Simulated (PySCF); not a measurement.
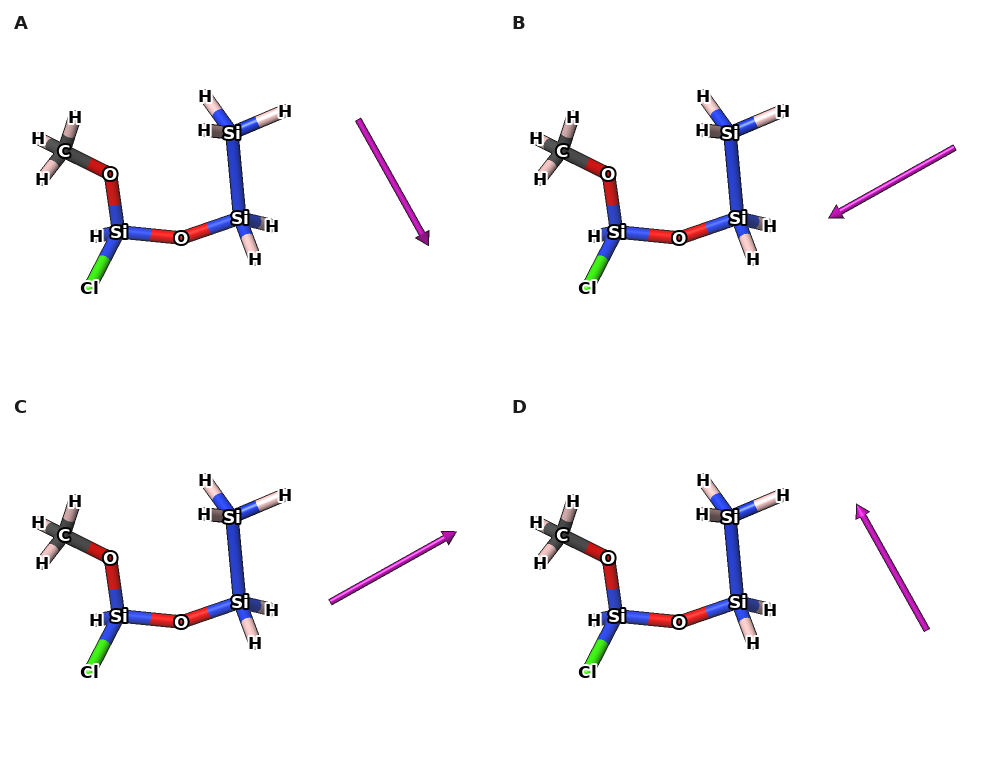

The same molecule four times, each with an arrow. The geometry was computed by an optimisation with GFN2-xTB. No frequency run is at hand to confirm it as a minimum. Level of theory: PBE0/pcSseg-1, gas phase (PySCF 2.14.0).

> Which arrow points along the dipole moment, from the negative to the positive end?

D. The dipole moment is 1.71 D.

The geometry is semi-empirical. Around Si such bond lengths and angles can be off by a tenth of an ångström or more and by several degrees, and values that hang on the shape move with them.
